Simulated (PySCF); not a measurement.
SMILES C[CH](C)[Cd][GeH3] at its GFN2-xTB optimised geometry (Å):

```
15

Cd    -0.2824    -1.1468     0.0000
C      1.9245    -1.1468     0.0000
C      2.2841    -0.1872     1.1359
C      2.3367    -0.5412    -1.3432
H      2.4639    -2.0877     0.1454
H      3.3485     0.0661     1.1130
H      1.7232     0.7553     1.0461
H      2.0690    -0.6327     2.1129
H      2.1576    -1.2414    -2.1644
H      3.4023    -0.2907    -1.3472
H      1.7836     0.3881    -1.5428
Ge    -1.8499     0.9434     0.0000
H     -1.8978     1.7892     1.2716
H     -1.5151     2.0877    -0.9571
H     -3.3485     0.9441    -0.2528
```

Calculation: PBE0/def2-TZVP, def2 effective core potentials past Kr in PySCF. The core electrons that the potentials of Cd replace are not part of the density. Cells within 0.4 Å of a nucleus heavier than hydrogen are left out (blank, or x).

Map of the log10 of the electron density (e/bohr³), floored at −4 on the plane z = 1.2 Å:

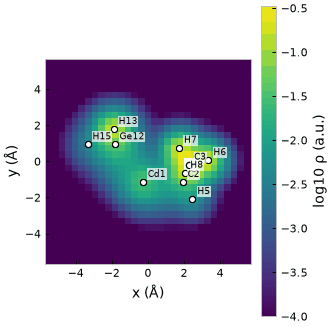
Log10 of the electron density (e/bohr³), floored at −4 on the plane z = 1.2 Å.
